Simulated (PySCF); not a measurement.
SMILES [PH2] (H2P), doublet at its PBE0/def2-SVP optimised geometry (Å):

```
3

P     -0.6989    -0.7164     0.0000
H     -0.7343     0.7164     0.0000
H      0.7343    -0.7164     0.0000
```

Computed with unrestricted PBE0/def2-TZVP run with PySCF. Cells within 0.4 Å of a nucleus heavier than hydrogen are left out (blank, or x).

Map of the electrostatic potential (hartree/e), clipped to [-0.08, 0.12] on the plane z = 0.0 Å:

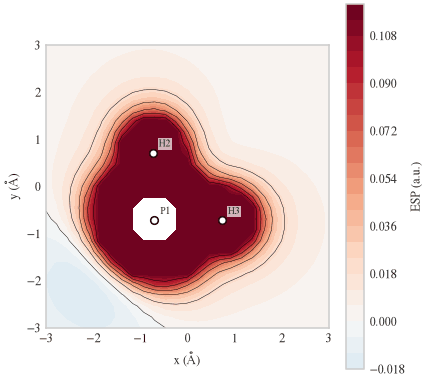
Figure. Electrostatic potential (hartree/e), clipped to [-0.08, 0.12] on the plane z = 0.0 Å.
